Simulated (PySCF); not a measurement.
## Electronic structure of C₅H₁₂Si (Si(vinyl)Me3) in real space

```xyz
18

Si    0.0561   -0.1492   -0.2404
C     0.1734   -0.1937    1.6341
C    -0.2485    0.7773    2.4527
H     0.6202   -1.0840    2.1001
H    -0.7055    1.6979    2.0710
H    -0.1605    0.7067    3.5433
C     1.7891   -0.2970   -0.9641
H     1.7601   -0.2600   -2.0651
H     2.2624   -1.2482   -0.6729
H     2.4350    0.5233   -0.6138
C    -0.7340    1.4682   -0.7874
H    -0.8090    1.5064   -1.8858
H    -0.1410    2.3370   -0.4607
H    -1.7509    1.5761   -0.3780
C    -0.9864   -1.6064   -0.8223
H    -2.0200   -1.5245   -0.4508
H    -0.5727   -2.5606   -0.4594
H    -1.0241   -1.6523   -1.9227
```

Geometry: PBE0-D3(BJ)/def2-SVP.

Theory: CAM-B3LYP/def2-SVPD, SCF density, gas phase (PySCF).

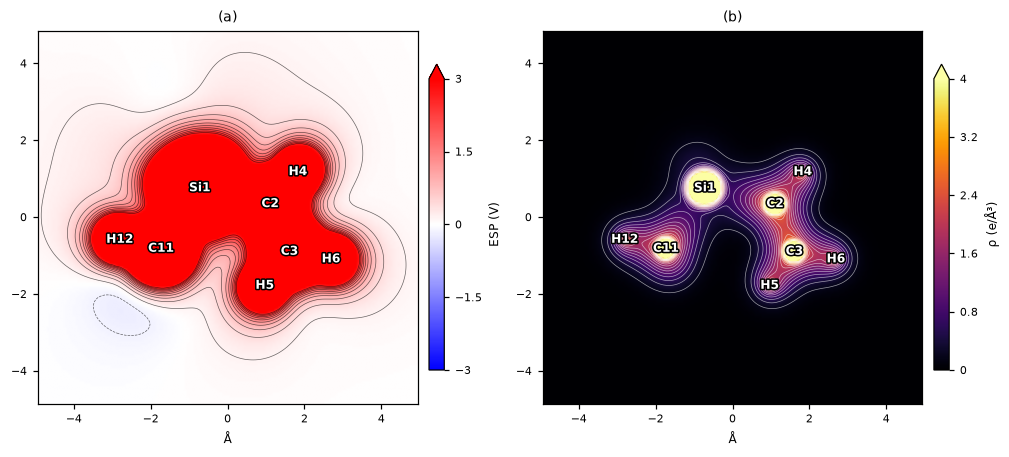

Figure 1. (a) molecular electrostatic potential; (b) total electron density on the plane of atoms C3, C2 and H4.

Q: What do the fields say about this system?

A: The section cuts through Si, C and H sites.
C–C (1.34 Å): ρ at the midpoint is about 2.3 e/Å³.
C–Si (1.88 Å): ρ is about 0.97 e/Å³ halfway.
C–H (1.10 Å): the density is about 2 e/Å³ at the midpoint.
The potential has no marked negative region in this plane.

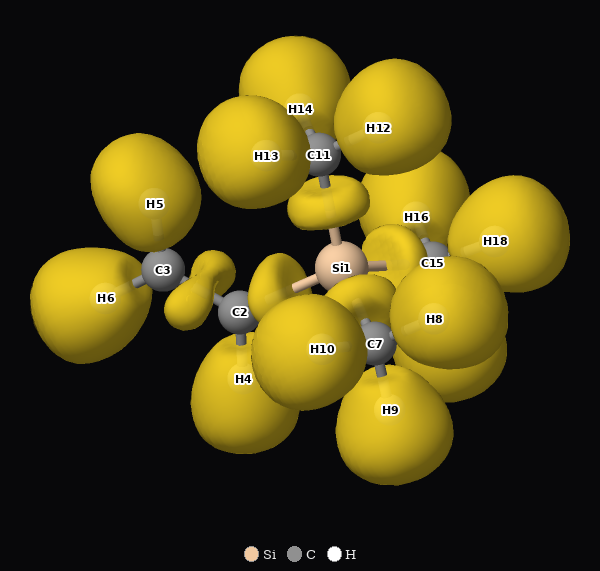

Figure 2. Isosurface of the electron localisation function at 0.8 (yellow), seen at a tilt. Core shells and regions of very low density are left out.

Q: What do the ELF domains correspond to?

A: The surface consists of one region between bonded C–C atoms (shared pairs), four regions between bonded C–Si atoms (shared pairs) and twelve regions around hydrogen nuclei. Profiles from the grid: C–C (1.34 Å): the ELF peaks at about 0.95 between the atoms: a multiple bond. C–Si (1.88 Å): the ELF peaks at about 1 between the atoms; localised, covalent bonding.

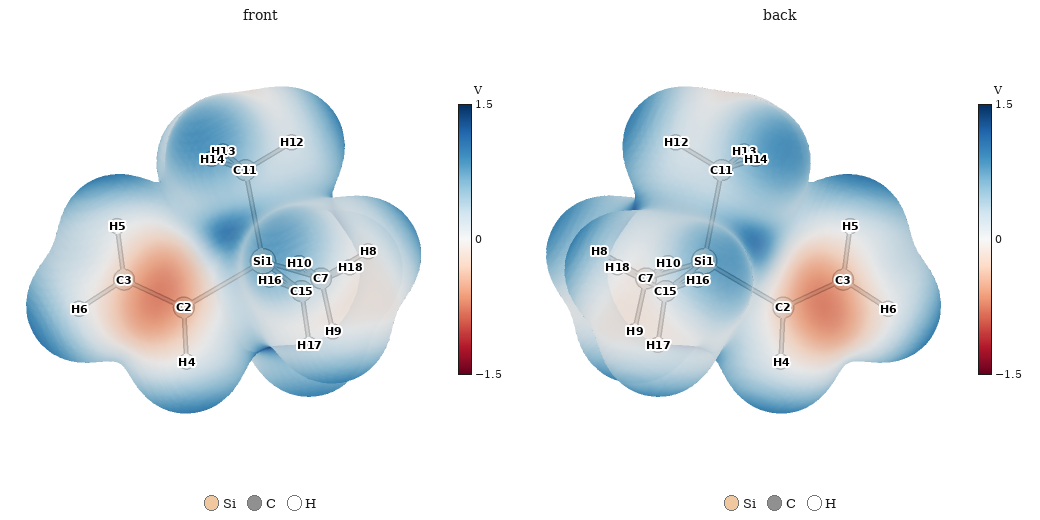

Figure 3. The molecular electrostatic potential painted on the density surface at 0.004 e/bohr³, seen from the front and from behind; red is negative and blue positive.

Q: Describe the electrostatic potential map.

A: The most negative region (about −0.8 V, or −18 kcal/mol for a unit charge) lies over the π face of C2 and C3, the most positive (about +1.2 V, or +28 kcal/mol for a unit charge) over Si1.
